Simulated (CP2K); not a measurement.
Consider trifluorotoluene at its PBE geometry (Å).

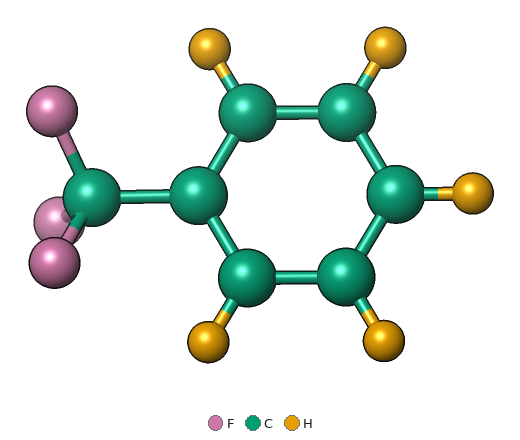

The molecule (fluorine pink, carbon teal, hydrogen orange).

```xyz
15

F     2.7401    0.3557   -1.1480
C     2.1877    0.0346    0.0619
F     2.6500    0.9816    0.9403
F     2.7379   -1.1767    0.4005
C     0.6819    0.0001    0.0284
C     0.0098   -1.1819   -0.3028
C    -1.3868   -1.1934   -0.3427
C    -2.1100   -0.0311   -0.0582
C    -1.4336    1.1502    0.2604
C    -0.0390    1.1691    0.3039
H     0.5752   -2.0878   -0.5160
H    -1.9109   -2.1157   -0.5910
H    -3.1994   -0.0476   -0.0813
H    -1.9933    2.0579    0.4838
H     0.4903    2.0849    0.5609
```

Method: CP2K XAS_TDP, all-electron GAPW, PBEh(45%), aug-cc-pVDZ, TDA, no relativity.

Question: Where do the C K-edge lines lie, and how strong are they?

Leading lines: C2 288.93 eV, C5 281.67 eV, C6 281.30 eV, C7 281.42 eV and C8 281.21 eV. The leading line of an atom is its first one with 35 % of the strongest within 2.5 eV of its lowest line over the strength cut. 

The first six lines of each atom with a strength over 0.0015:

```
                             atom  energy (eV)  states  strength, one atom
         C2 (bonded to C and 3 F)       288.93       1              0.0470
                                        290.00       1              0.0876
                                        290.98       1              0.0026
                                        291.64       1              0.0220
                                        291.91       1              0.0400
                                        292.27       1              0.0219
               C5 (bonded to 3 C)       281.67       1              0.0467
                                        286.58       1              0.0079
                                        286.79       1              0.0020
                                        286.83       1              0.0024
                                        287.73       1              0.0016
                                        287.98       1              0.0037
C6 (bonded to 2 C and H), 2 alike       281.30       1              0.0536
                                        284.89       1              0.0103
                                        285.79       1              0.0039
                                        286.35       1              0.0024
                                        286.43       1              0.0030
                                        287.32       1              0.0039
C7 (bonded to 2 C and H), 2 alike       281.42       1              0.0522
                                        284.50       1              0.0116
                                        285.63       1              0.0018
                                        286.22       1              0.0039
                                        286.25       1              0.0018
                                        287.28       1              0.0040
         C8 (bonded to 2 C and H)       281.21       1              0.0527
                                        284.52       1              0.0117
                                        285.79       1              0.0033
                                        286.27       1              0.0038
                                        287.25       1              0.0081
                                        287.31       1              0.0043
```

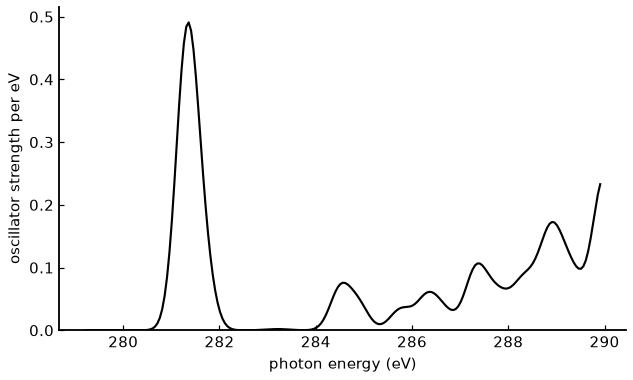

All atoms added, broadened by 0.5 eV.

Lines are vertical, at one geometry, with no vibrational structure. Without a correction of the core level, line positions, and the gaps between valence and Rydberg lines, follow the share of exact exchange. At this level such K lines come out 3 to 6 eV under measured ones. These values hold no scalar relativity, about 0.1 eV for C 1s. Rydberg lines, and the discretised continuum above threshold, depend on the basis and the box.

[Banner, clock and machine lines of the logs are left out without a mark of their own.]

[Logs are printed without paths, hosts, clocks, repeated set-up lines and the standing remarks that a program may print on its own settings, such as how far it seeks lower states.]

[Hosts, paths, dates, database ids (printed as entryN), source tags and the programs' standing remarks are cut or masked in the printed files.]
